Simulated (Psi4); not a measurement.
# AlHSCl2 (SMILES [SH][Al]([Cl])[Cl]): a chain of runs, part 2 of 2

Psi4 1.11. Earlier steps stand in the parts before.

## Step 3: A geometry optimisation at PBE0-D4/def2-TZVP (density fitting) (run 2)

alcl2hs.dat reads:

```
memory 3300 mb

molecule {
  S     -0.459688     1.563634    -0.536591
  Al     0.231264    -0.455102    -0.098585
  Cl     1.264303    -0.886295     1.683538
  Cl    -0.145827    -1.984500    -1.487251
  H      0.041062     2.048183     0.636552
  units angstrom
  symmetry c1
}

set scf_type df
set geom_maxiter 50
set max_force_g_convergence 0.0002

e = opt('pbe0-d4/def2-TZVP')
```

Command:

```bash
$ psi4 -i alcl2hs.dat -o alcl2hs.out -n 2
```

alcl2hs.out:

```text
Psi4 1.11 release

gradient() will perform analytic gradient computation.

   => Loading Basis Set <=

    Name: DEF2-TZVP
    Role: ORBITAL
    Keyword: BASIS

   => PBE0-D4(BJ,EEQ)ATM: Empirical Dispersion <=

        a1 =       0.400856
        a2 =       5.029288
       alp =      16.000000
        s6 =       1.000000
        s8 =       1.200655
        s9 =       1.000000
        ga =       3.000000
        gc =       2.000000
        wf =       6.000000

         ---------------------------------------------------------
                                   SCF
                              RKS Reference
                        2 Threads,   3147 MiB Core
         ---------------------------------------------------------

  ==> Geometry <==

    Molecular point group: c1
    Full point group: C1

    Geometry (in Angstrom), charge = 0, multiplicity = 1:

       Center              X                  Y                   Z               Mass
    ------------   -----------------  -----------------  -----------------  -----------------
         S           -0.695993543152     2.030233947464    -0.441821809198    31.972071174400
         AL          -0.005041543152     0.011497947464    -0.003815809198    26.981538530000
         CL           1.027997456848    -0.419695052536     1.778307190802    34.968852682000
         CL          -0.382132543152    -1.517900052536    -1.392481809198    34.968852682000
         H           -0.195243543152     2.514782947464     0.731321190802     1.007825032230

  Running in c1 symmetry.

  Rotational constants: A =      0.07221  B =      0.07198  C =      0.03605 [cm^-1]
  Rotational constants: A =   2164.79371  B =   2157.95540  C =   1080.68462 [MHz]
  Nuclear repulsion =  294.948920691707940

  Charge       = 0
  Multiplicity = 1
  Electrons    = 64
  Nalpha       = 32
  Nbeta        = 32

  ==> Algorithm <==

  SCF Algorithm Type is DF.
  DIIS enabled.
  MOM disabled.
  Fractional occupation disabled.
  Guess Type is SAD.
  Energy threshold   = 1.00e-08
  Density threshold  = 1.00e-08
  Integral threshold = 1.00e-12

  ==> Primary Basis <==

  Basis Set: DEF2-TZVP
    Blend: DEF2-TZVP
    Number of shells: 56
    Number of basis functions: 154
    Number of Cartesian functions: 174
    Spherical Harmonics?: true
    Max angular momentum: 3

  ==> DFT Potential <==

   => LibXC <=

    Version 7.1.2

   => Composite Functional: PBE0-D4BJEEQATM <=

    PBE0-d4bjeeqatm Hyb-GGA Exchange-Correlation Functional

    Deriv               =              1
    GGA                 =           TRUE
    Meta                =          FALSE

    Exchange Hybrid     =           TRUE
    MP2 Hybrid          =          FALSE

   => Exchange Functionals <=

    0.7500   Perdew, Burke & Ernzerhof

   => Exact (HF) Exchange <=

    0.2500               HF

   => Correlation Functionals <=

    1.0000   Perdew, Burke & Ernzerhof

   => LibXC Density Thresholds  <==

    XC_HYB_GGA_XC_PBEH:  1.00E-15

   => Molecular Quadrature <=

    Radial Scheme          =       TREUTLER
    Pruning Scheme         =           NONE
    Nuclear Scheme         =       TREUTLER

    Blocking Scheme        =         OCTREE
    BS radius alpha        =              1
    Pruning alpha          =              1
    Radial Points          =             75
    Spherical Points       =            302
    Total Points           =         107401
    Total Blocks           =            897
    Max Points             =            256
    Max Functions          =            139
    Weights Tolerance      =       1.00E-15

   => Loading Basis Set <=

    Name: (DEF2-TZVP AUX)
    Role: JKFIT
    Keyword: DF_BASIS_SCF

  ==> Integral Setup <==

  DFHelper Memory: AOs need 0.094 GiB; user supplied 1.988 GiB.
  SCF_SUBTYPE=INCORE selected. In-core MEM_DF algorithm will be used.
  Using in-core AOs.

  ==> MemDFJK: Density-Fitted J/K Matrices <==

    J tasked:                   Yes
    K tasked:                   Yes
    wK tasked:                   No
    Memory [MiB]:              2035
    Algorithm:                 Core
    Schwarz Cutoff:           1E-12
    Mask sparsity (%):       6.9826
    Fitting Condition:        1E-10

   => Auxiliary Basis Set <=

  Basis Set: (DEF2-TZVP AUX)
    Blend: DEF2-UNIVERSAL-JKFIT
    Number of shells: 158
    Number of basis functions: 530
    Number of Cartesian functions: 640
    Spherical Harmonics?: true
    Max angular momentum: 4

  Cached 100.0% of DFT collocation blocks in 0.317 [GiB].

  Minimum eigenvalue in the overlap matrix is 6.3369455035E-03.
  Reciprocal condition number of the overlap matrix is 1.3375316570E-03.
    Using symmetric orthogonalization.

  ==> Pre-Iterations <==

  SCF Guess: Superposition of Atomic Densities via on-the-fly atomic UHF (no occupation information).

   -------------------------
    Irrep   Nso     Nmo
   -------------------------
     A        154     154
   -------------------------
    Total     154     154
   -------------------------

  ==> Iterations <==

                           Total Energy        Delta E     RMS |[F,P]|

[... 1 line left out ...]
   @DF-RKS iter   1: -1561.20584387932740   -2.42420e-01   3.92067e-03 ADIIS/DIIS
[... 2 lines left out ...]
   @DF-RKS iter   4: -1561.31383973063203   -1.35790e-03   7.12330e-05 DIIS
[... 2 lines left out ...]
   @DF-RKS iter   7: -1561.31390609471327   -5.89660e-07   1.14139e-06 DIIS
[... 2 lines left out ...]
   @DF-RKS iter  10: -1561.31390611242159   -1.18234e-10   9.33048e-09 DIIS
[... 32 lines left out ...]
  @DF-RKS Final Energy: -1561.31390611242159
[... 5 lines left out ...]
    Two-Electron Energy =                 967.2022332396271622
[... 2 lines left out ...]
    VV10 Nonlocal Energy =                  0.0000000000000000
[... 16 lines left out ...]
 Dipole Y            :         -3.7916899            4.1741832            0.3824933
[... 122 lines left out ...]
	                                 ==> Convergence Check <==
[... 8 lines left out ...]
	  Convergence Criteria              o    2.00e-04 *             o             o             o~
[... 139 lines left out ...]
   @DF-RKS iter   0: -1561.33629671574363   -1.56134e+03   3.61987e-04
[... 2 lines left out ...]
   @DF-RKS iter   3: -1561.31454826302956   -5.67731e-05   1.07187e-05 DIIS
[... 2 lines left out ...]
   @DF-RKS iter   6: -1561.31454954976994   -1.34651e-09   1.73942e-07 DIIS
[... 2 lines left out ...]
  Energy and wave function converged.
[... 16 lines left out ...]
    Nuclear Repulsion Energy =            297.3911527767650114
[... 2 lines left out ...]
    DFT Exchange-Correlation Energy =     -76.1155001555623301
[... 2 lines left out ...]
    Total Energy =                      -1561.3145495501876212
[... 16 lines left out ...]
 Dipole Z            :         -0.1080431            0.3178482            0.2098052
[... 92 lines left out ...]
	Measures of convergence in internal coordinates in au.
[... 76 lines left out ...]
    Weights Tolerance      =       1.00E-15
[... 39 lines left out ...]
   @DF-RKS iter   1: -1561.31457235109156    5.48095e-03   2.07947e-05 DIIS
[... 2 lines left out ...]
   @DF-RKS iter   4: -1561.31457916813633   -1.03872e-07   1.16451e-06 DIIS
[... 2 lines left out ...]
   @DF-RKS iter   7: -1561.31457918293131   -7.86713e-11   1.09880e-08 DIIS
[... 8 lines left out ...]
    Final Occupation by Irrep:
[... 10 lines left out ...]
    One-Electron Energy =               -2753.9250038623677028
[... 2 lines left out ...]
    Empirical Dispersion Energy =          -0.0051904527463120
[... 16 lines left out ...]
 Dipole X            :          0.7893245           -0.7749467            0.0143778
[... 44 lines left out ...]
    Weights Tolerance      =       1.00E-15
[... 54 lines left out ...]
	   Step    Total Energy     Delta E     Max Force     RMS Force      Max Disp      RMS Disp
[... 102 lines left out ...]
                           Total Energy        Delta E     RMS |[F,P]|
[... 3 lines left out ...]
   @DF-RKS iter   2: -1561.31449111645566   -8.09012e-06   1.13986e-05 DIIS
[... 2 lines left out ...]
   @DF-RKS iter   5: -1561.31449273300927   -8.02902e-09   3.47763e-07 DIIS
[... 2 lines left out ...]
   @DF-RKS iter   8: -1561.31449273457361   -3.41061e-12   5.92618e-09 DIIS
[... 13 lines left out ...]
  @DF-RKS Final Energy: -1561.31449273457361
[... 5 lines left out ...]
    Two-Electron Energy =                 970.8155940458560735
[... 2 lines left out ...]
    VV10 Nonlocal Energy =                  0.0000000000000000
[... 16 lines left out ...]
 Dipole Y            :         -3.7580058            4.1243128            0.3663070
[... 91 lines left out ...]
	                                 ==> Convergence Check <==
[... 8 lines left out ...]
	  Convergence Criteria              o    2.00e-04 *             o             o             o
[... 91 lines left out ...]
   @DF-RKS iter   0: -1561.31257482226306   -1.56131e+03   2.84795e-04
[... 2 lines left out ...]
   @DF-RKS iter   3: -1561.31458672243161   -3.13881e-06   4.30048e-06 DIIS
[... 2 lines left out ...]
   @DF-RKS iter   6: -1561.31458698286838   -1.75010e-09   7.69641e-08 DIIS
[... 2 lines left out ...]
  Energy and wave function converged.
[... 19 lines left out ...]
      33A     -0.037395    34A     -0.034230    35A      0.004931
      36A      0.050033    37A      0.070953    38A      0.107955
      39A      0.134920    40A      0.136864    41A      0.146798
[... 37 lines of this table left out ...]
     153A     24.752525   154A     24.954219

    Final Occupation by Irrep:
              A
    DOCC [    32 ]
    NA   [    32 ]
    NB   [    32 ]

  @DF-RKS Final Energy: -1561.31458698294341

   => Energetics <=

    Nuclear Repulsion Energy =            298.1856404514306291
    One-Electron Energy =               -2753.8678913641356303
    Two-Electron Energy =                 970.4918930072569765
    DFT Exchange-Correlation Energy =     -76.1190393039383224
    Empirical Dispersion Energy =          -0.0051897735569430
    VV10 Nonlocal Energy =                  0.0000000000000000
    Total Energy =                      -1561.3145869829434105

Computation Completed

Properties will be evaluated at   0.000000,   0.000000,   0.000000 [a0]

Properties computed using the SCF density matrix

 Multipole Moments:

 ------------------------------------------------------------------------------------
     Multipole            Electronic (a.u.)      Nuclear  (a.u.)        Total (a.u.)
 ------------------------------------------------------------------------------------

 L = 1.  Multiply by 2.5417464519 to convert [e a0] to [Debye]
 Dipole X            :          0.8071372           -0.7789941            0.0281431
 Dipole Y            :         -3.7684980            4.1274354            0.3589374
 Dipole Z            :         -0.1067146            0.3193831            0.2126685
 Magnitude           :                                                    0.4181579

 ------------------------------------------------------------------------------------

	total time  =         14 seconds =       0.23 minutes

         ------------------------------------------------------------
                                   SCF GRAD
         ------------------------------------------------------------

  ==> Geometry <==

    Molecular point group: c1
    Full point group: C1

    Geometry (in Angstrom), charge = 0, multiplicity = 1:

       Center              X                  Y                   Z               Mass
    ------------   -----------------  -----------------  -----------------  -----------------
         S           -0.689451423748     2.010706840900    -0.436062342558    31.972071174400
         AL          -0.004995200024     0.010744432269    -0.003810714654    26.981538530000
         CL           1.016135217379    -0.415804356594     1.757446589346    34.968852682000
         CL          -0.376387392692    -1.502456985904    -1.376596139905    34.968852682000
         H           -0.191778588203     2.483600496102     0.721089388926     1.007825032230

  Nuclear repulsion =  298.185640451430629

   => Molecular Quadrature <=

    Radial Scheme          =       TREUTLER
    Pruning Scheme         =           NONE
    Nuclear Scheme         =       TREUTLER

    Blocking Scheme        =         OCTREE
    BS radius alpha        =              1
    Pruning alpha          =              1
    Radial Points          =             75
    Spherical Points       =            302
    Total Points           =         107361
    Total Blocks           =            893
    Max Points             =            255
    Max Functions          =            139
    Weights Tolerance      =       1.00E-15

  -Total Gradient:
     Atom            X                  Y                   Z
    ------   -----------------  -----------------  -----------------
       1        0.000012059163    -0.000005367562    -0.000003428867
       2       -0.000059301285     0.000174843555     0.000038493375
       3        0.000035671505     0.000044033392     0.000060283493
       4        0.000016543171    -0.000012452679     0.000003841477
       5        0.000001255861     0.000029080933     0.000014411795

	total time  =          7 seconds =       0.12 minutes

    			-----------------------------------------

    			 OPTKING 3.0: for geometry optimizations

    			        with contributions from

    			-----------------------------------------

	                            ===> Fragment 1 <==

	 Z (Atomic Numbers)          Masses                          Geom
	      16.000000            31.972071         -1.30287437  3.79968525 -0.82403840
	      13.000000            26.981539         -0.00943956  0.02030403 -0.00720121
	      17.000000            34.968853          1.92021727 -0.78575636  3.32109273
	      17.000000            34.968853         -0.71126909 -2.83923222 -2.60138969
	       1.000000             1.007825         -0.36240901  4.69332474  1.36266146

	 - Coordinate -           - BOHR/RAD -       - ANG/DEG -
	 R(1,2)           =         4.077244           2.157585
	 R(1,5)           =         2.542582           1.345476
	 R(2,3)           =         3.930757           2.080067
[... 6 lines of this table left out ...]
	 D(4,2,1,5)       =         3.142035         180.025328

	        --- Internal Coordinate Step in ANG or DEG, aJ/ANG or AJ/DEG ---
	-------------------------------------------------------------------------------
	           Coordinate      Previous         Force          Change          New
	           ----------      --------        ------          ------        ------
	               R(1,2)       2.15758        0.00055        0.00017       2.15776
	               R(1,5)       1.34548       -0.00002       -0.00000       1.34547
	               R(2,3)       2.08007       -0.00037       -0.00013       2.07994
[... 6 lines of this table left out ...]
	           D(4,2,1,5)     180.02533       -0.00000       -0.02672     179.99861
	-------------------------------------------------------------------------------

	                                 ==> Convergence Check <==

	Measures of convergence in internal coordinates in au.

	Criteria marked as inactive (o), active & met (*), and active & unmet ( ).

	----------------------------------------------------------------------------------------------
	   Step    Total Energy     Delta E     Max Force     RMS Force      Max Disp      RMS Disp
	----------------------------------------------------------------------------------------------
	  Convergence Criteria              o    2.00e-04 *             o             o             o
	----------------------------------------------------------------------------------------------
	     5   -1561.31458698   -9.42e-05 o    6.73e-05 *    4.21e-05 o    5.46e-04 o    3.09e-04 o  ~
	----------------------------------------------------------------------------------------------

Next Geometry in Ang
	Fragment 1 (Ang)

	    S  -0.6894864641   2.0106424796  -0.4359423509
	   Al  -0.0045169829   0.0106040275  -0.0040014315
	   Cl   1.0160113909  -0.4159663372   1.7574499304
	   Cl  -0.3765436474  -1.5024879988  -1.3765129138
	    H  -0.1919416837   2.4839982556   0.7210735470

    Final optimized geometry and variables:
    Molecular point group: c1
    Full point group: C1

    Geometry (in Angstrom), charge = 0, multiplicity = 1:

    S           -0.689451423748     2.010706840900    -0.436062342558
    AL          -0.004995200024     0.010744432269    -0.003810714654
    CL           1.016135217379    -0.415804356594     1.757446589346
    CL          -0.376387392692    -1.502456985904    -1.376596139905
    H           -0.191778588203     2.483600496102     0.721089388926

    Psi4 run time: 0:02:19.73

[set-up sections that repeat, and orbital energies of the middle runs, are left out above]
```

The script printed:

```text
Optimizer: Optimization complete!
```

It took 2.4 min on 2 threads of Intel Xeon at 2.50GHz (Skylake/Cascade Lake), shared host; peak memory 0.8 GiB.

Steps, from the record of the run:

| step | energy from the first frame kept (eV) | largest force (eV/Å) |
| --- | --- | --- |
| 0 | 0.0000 | 0.5449 |
| 1 | -0.0175 | 0.1279 |
| 2 | -0.0183 | 0.0397 |
| 3 | -0.0160 | 0.1174 |
| 4 | -0.0185 | 0.0097 |

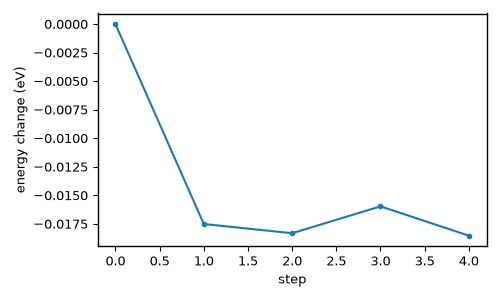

Energy along the run.

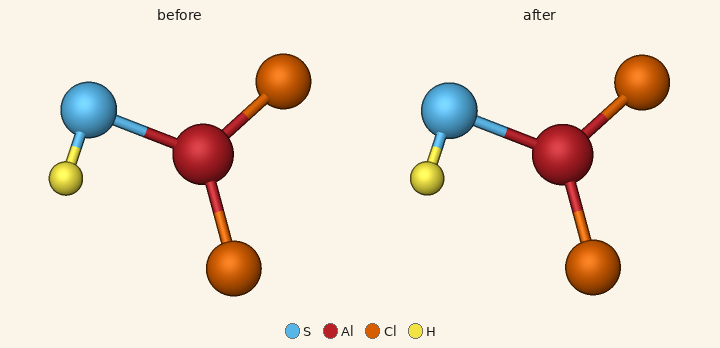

Before and after, at one scale.

After the run. Bond lengths: S1–Al2 2.158 Å, Al2–Cl3 2.080 Å, Al2–Cl4 2.077 Å, S1–H5 1.345 Å. Angles: S1–Al2–Cl3 121.0°, S1–Al2–Cl4 119.1°, Cl3–Al2–Cl4 119.9°, Al2–S1–H5 92.1°.

Runs 3 to 9 aren't shown in full; the table further down has their settings and results.

## Step 4: A single-point energy at MP2/def2-QZVPP (density fitting, density fitting for correlation) (run 10)

alcl2hs.dat reads:

```
memory 3300 mb

molecule m {
  0 1
  S     -0.453146     1.544107    -0.530832
  Al     0.231310    -0.455856    -0.098580
  Cl     1.252441    -0.882404     1.662677
  Cl    -0.140082    -1.969057    -1.471365
  H      0.044527     2.017001     0.626320
  symmetry c1
}

set {
  basis           def2-QZVPP
  reference       rhf
  scf_type        df
  num_frozen_docc 20
}

E, wfn = energy('mp2', return_wfn=True)
```

Command:

```bash
$ psi4 alcl2hs.dat alcl2hs.out -n 2
```

alcl2hs.out, cut to the lines that bear on the results:

```text
[...]
  Running in c1 symmetry.
[...]
  Nuclear repulsion =  298.185648860421395
[...]
  Multiplicity = 1
[...]
  Nalpha       = 32
  Nbeta        = 32
[...]
    Number of basis functions: 310
[...]
   @DF-RHF iter   1: -1559.26896497760458   -5.37376e-01   1.32588e-03 DIIS/ADIIS
[...]
   @DF-RHF iter  11: -1559.32532056733589   -2.02363e-11   3.36668e-09 DIIS
[...]
    Orbital Energies [Eh]
    ---------------------
    Doubly Occupied:
       1A   -104.838347     2A   -104.835943     3A    -91.967382
       4A    -58.557626     5A    -10.565161     6A    -10.562775
       7A     -8.971077     8A     -8.031836     9A     -8.031050
      10A     -8.030971    11A     -8.029455    12A     -8.028669
      13A     -8.028586    14A     -6.652424    15A     -6.651783
      16A     -6.651151    17A     -4.966090    18A     -3.282315
      19A     -3.280882    20A     -3.280314    21A     -1.102917
      22A     -1.089413    23A     -0.975150    24A     -0.604136
      25A     -0.564970    26A     -0.527682    27A     -0.505625
      28A     -0.497504    29A     -0.479278    30A     -0.470497
      31A     -0.452872    32A     -0.405995
[...]
  @DF-RHF Final Energy: -1559.32532056733589
   => Energetics <=
    Nuclear Repulsion Energy =            298.1856488604213951
    One-Electron Energy =               -2753.1821885403387569
    Two-Electron Energy =                 895.6712191125815252
    Total Energy =                      -1559.3253205673358934
[...]
 Multipole Moments:
 ------------------------------------------------------------------------------------
     Multipole            Electronic (a.u.)      Nuclear  (a.u.)        Total (a.u.)
 ------------------------------------------------------------------------------------
 L = 1.  Multiply by 2.5417464519 to convert [e a0] to [Debye]
 Dipole X            :          0.8143944           -0.7789940            0.0354004
 Dipole Y            :         -3.7833977            4.1274360            0.3440383
 Dipole Z            :         -0.0990273            0.3193828            0.2203554
 Magnitude           :                                                    0.4100879
[...]
```

Wall time 38 s (2 threads of Intel Xeon at 2.50GHz (Skylake/Cascade Lake), shared host); peak memory 0.85 GiB.

## Step 5: All runs side by side

| run | level | geom maxiter | max force g convergence | energy (Eh) | HOMO energy (eV) | LUMO energy (eV) | HOMO–LUMO gap (eV) | wall time |
| --- | --- | --- | --- | --- | --- | --- | --- | --- |
| 1 | PBE-D4/def2-SVP (density fitting) | 60 | 0.0005 | -1560.636480 | -6.86 | -1.79 | 5.07 | 5.7 min |
| 2 | PBE0-D4/def2-TZVP (density fitting) | 50 | 0.0002 | -1561.314587 | -8.26 | -1.02 | 7.24 | 2.4 min |
| 3 | PBE0-D4/def2-TZVP (density fitting) | – | – | timeout | – | – | – | 13 min |
| 4 | PBE-D4/def2-TZVPP (density fitting) | – | – | -1561.184587 | -7.03 | -1.85 | 5.18 | 75 s |
| 5 | r2SCAN-D4/def2-TZVPP (density fitting) | – | – | timeout | – | – | – | 2 min |
| 6 | B3LYP-D4/def2-TZVPP (density fitting) | – | – | -1561.941927 | -7.98 | -1.27 | 6.72 | 84 s |
| 7 | PBE0-D4/def2-TZVPP (density fitting) | – | – | -1561.315413 | -8.26 | -1.01 | 7.25 | 85 s |
| 8 | wB97M-V/def2-TZVPP (density fitting) | – | – | timeout | – | – | – | 2 min |
| 9 | CCSD(T)/def2-TZVPP (density fitting, density fitting for correlation) | – | – | timeout | – | – | – | 10 min |
| 10 | MP2/def2-QZVPP (density fitting, density fitting for correlation) | – | – | -1560.006240 | -11.05 | 1.54 | 12.59 | 38 s |

## Step 6: What came out

What follows sums up all 2 parts.

```
                                                            quantity           value
                                run 10, MP2/def2-QZVPP: total energy  -1560.00624 Eh
         run 10, MP2/def2-QZVPP: HOMO energy (Hartree–Fock orbitals)       -11.05 eV
         run 10, MP2/def2-QZVPP: LUMO energy (Hartree–Fock orbitals)         1.54 eV
       run 10, MP2/def2-QZVPP: HOMO–LUMO gap (Hartree–Fock orbitals)        12.59 eV
run 10, MP2/def2-QZVPP: correlation energy (20 core orbitals frozen)      -680.9 mEh
```

Over runs 4, 6, 7 the dipole moment (its size) runs from 1.03 D (PBE-D4/def2-TZVPP) to 1.05 D (PBE0-D4/def2-TZVPP). Over runs 4, 6, 7 the HOMO–LUMO gap runs from 5.18 eV (PBE-D4/def2-TZVPP) to 7.25 eV (PBE0-D4/def2-TZVPP). Totals of different functionals can't be ranked against each other. All runs together took 40 min, the longest 13 min. 4 of the 10 runs did not end normally.
